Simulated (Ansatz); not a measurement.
Consider F₃Ga.

```xyz
4

Ga   -0.0003   -0.0004    0.0000
F     1.7456   -0.0272    0.0132
F    -0.8481    1.5259   -0.0174
F    -0.8972   -1.4984    0.0042
```

Geometry: PBE-D4/def2-TZVP.

Theory: RKS PBE0-D4/def2-TZVP in Ansatz.

Question: What can the converged electron density and electron localisation function tell about the bonding?

Answer: Ga–F (1.75 Å): ρ at the midpoint is about 0.92 e/Å³; the ELF peaks at about 0.80 in the valence shell of F, 0.5 Å from its nucleus, and is about 0.20 at the midpoint.

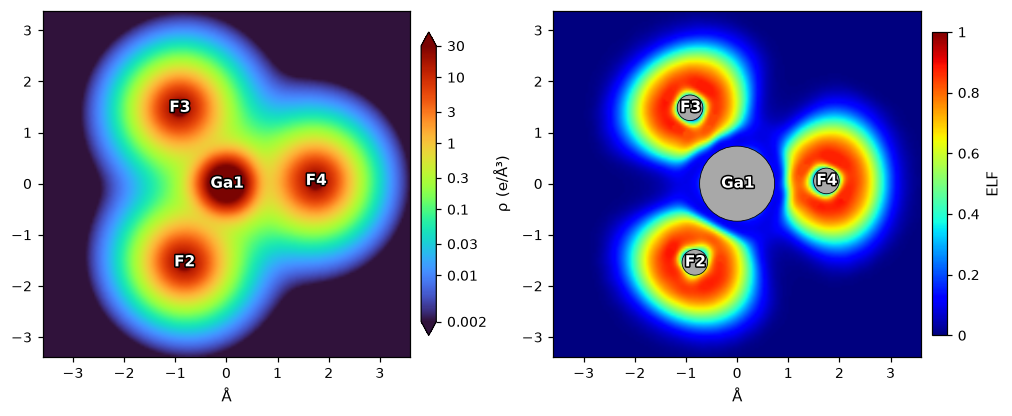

Computed electron density and electron localisation function on the molecular plane, in this order. Grey discs cover the atomic cores in the ELF map. 
